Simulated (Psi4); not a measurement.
Approach curve of the dimer CH4 ··· C2H2 (SMILES C and C#C), singlet. Monomers: optimised at B3LYP-D3(BJ) (def2-TZVP), held rigid. Orientation: lowest of the rigid-body minima from ten starts at GFN2-xTB. The monomers approach along the line of their centres of mass (distance R); nothing else relaxes.

Method: SAPT0/jun-cc-pVDZ, frozen core run with Psi4 1.11.

Components in kJ/mol:

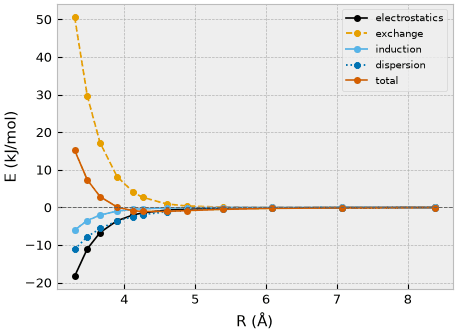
Figure: Components of the interaction energy.

```tsv
R / Å	electrostatics	exchange	induction	dispersion	total
3.30	-18.32	50.69	-6.02	-11.12	15.23
3.48	-10.99	29.58	-3.48	-7.81	7.30
3.66	-6.67	17.14	-2.02	-5.57	2.88
3.90	-3.52	8.21	-0.99	-3.62	0.08
4.13	-1.98	4.03	-0.50	-2.43	-0.89
4.26	-1.45	2.69	-0.35	-1.96	-1.07
4.60	-0.70	0.93	-0.14	-1.13	-1.04
4.88	-0.41	0.38	-0.07	-0.74	-0.84
5.39	-0.19	0.07	-0.02	-0.37	-0.51
6.09	-0.09	0.01	-0.01	-0.16	-0.25
7.07	-0.04	0.00	0.00	-0.06	-0.10
8.38	-0.01	0.00	0.00	-0.02	-0.03
```
